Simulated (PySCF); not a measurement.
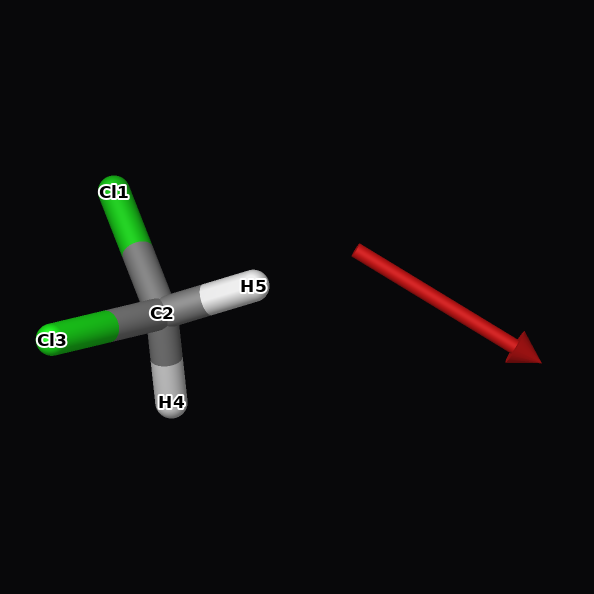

The arrow beside the molecule shows the direction of the dipole moment, from the negative to the positive end (its length means nothing). The computed structure is the end point of a PBE0-D3(BJ)/def2-SVP optimisation. No frequency run is at hand to confirm it as a minimum. Properties computed with B3LYP/cc-pVTZ, gas phase (PySCF 2.14.0).

**Estimate the dipole moment.**

1.65 D; it points from the side of Cl1, Cl3 to the side of H4, H5 (the outermost atoms at the two ends).
